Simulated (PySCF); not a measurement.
Input file:

```
{"job": {"kind": "nmr", "xc": "PBE0", "basis": "pcSseg-1"}, "charge": -1, "multiplicity": 1}
C     -2.749759     1.555013     1.052549
C     -2.464397     0.496526     0.554101
B     -2.102740    -0.886888    -0.096839
C     -0.796968    -0.680976    -1.102795
C      0.448707    -0.222009    -0.360002
C      1.647968     0.003287    -1.302142
C      2.833743     0.415917    -0.588950
C      3.803432     0.751015     0.030617
H     -2.995342     2.487339     1.492751
H     -1.834377    -1.695265     0.782967
H     -3.057292    -1.289815    -0.750014
H     -0.567426    -1.619882    -1.625927
H     -1.028794     0.057471    -1.881619
H      0.722901    -0.968924     0.390123
H      0.229976     0.708842     0.168980
H      1.390134     0.771522    -2.039760
H      1.863728    -0.925078    -1.843864
H      4.647748     1.048226     0.578648
```

Run with:

```sh
OMP_NUM_THREADS=1 python probes_run.py task.json out
```

Geometry: GFN2-xTB.

Method: PySCF, PBE0/pcSseg-1, SCF density, gas phase, non-relativistic.

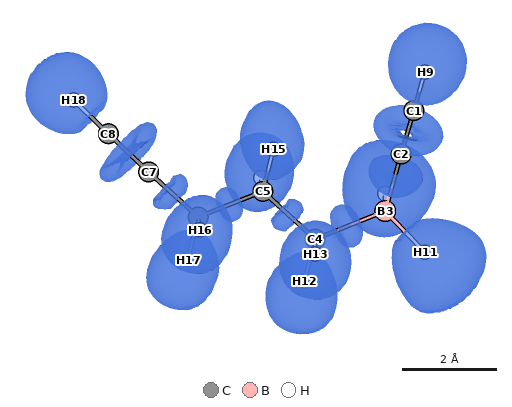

C₇H₁₀B (charge −1). Isosurface of the electron localisation function at 0.85 (blue), seen at a tilt. Core shells and regions of very low density are left out.

Question: Describe the localisation domains.

Answer: At this value the surface marks out two regions between bonded B–C atoms (shared pairs), five regions between bonded C–C atoms (shared pairs) and ten regions around hydrogen nuclei. Along the contacts the grid gives the following. C–C (1.20 Å): the ELF peaks at about 0.85 between the atoms; a multiple bond. C–B (1.57 Å): the ELF peaks at about 1 between the atoms; a shared electron pair.
